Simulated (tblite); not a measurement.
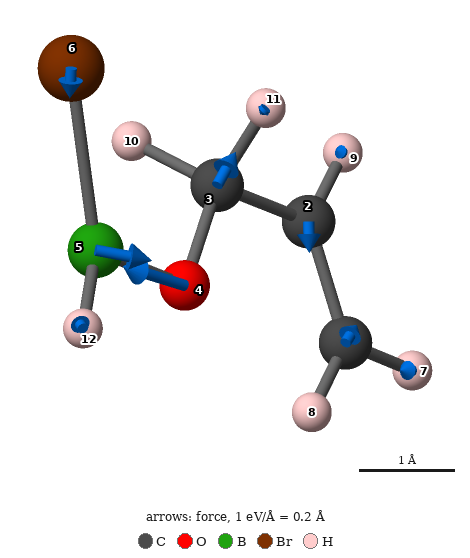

Starting geometry of C3H6BBrO with the computed forces as blue arrows. Style: ball-and-stick. Shown from a free direction.

Level of theory: GFN2-xTB geometry optimisation, gas phase in tblite. 

Is this structure relaxed? If not, where do the atoms go?

It isn't relaxed: the largest force vector, on the O atom, is 4.66 eV/Å. The final displacements follow the starting forces only in part (cosine between the two patterns 0.46). The energy falls by 81.8 kJ/mol in 45 geometry steps. The Br atom moves most after the best rigid fit: 0.26 Å. By element the largest moves are Br 0.26 Å, O 0.21 Å, B 0.19 Å, H 0.18 Å, C 0.14 Å. Some distances before and after: B–O 1.460 → 1.308 Å, B–Br 1.995 → 1.899 Å, C–O 1.375 → 1.415 Å, B–H 1.206 → 1.170 Å. Among the angles between lasting bonds that change: C–O–B 113.1° → 127.0°, C–C–H 121.7° → 113.4°, C–C–C 118.5° → 124.9°. Cost: 0.38 s on 1 thread of Arm Neoverse N1, with other jobs on the host.
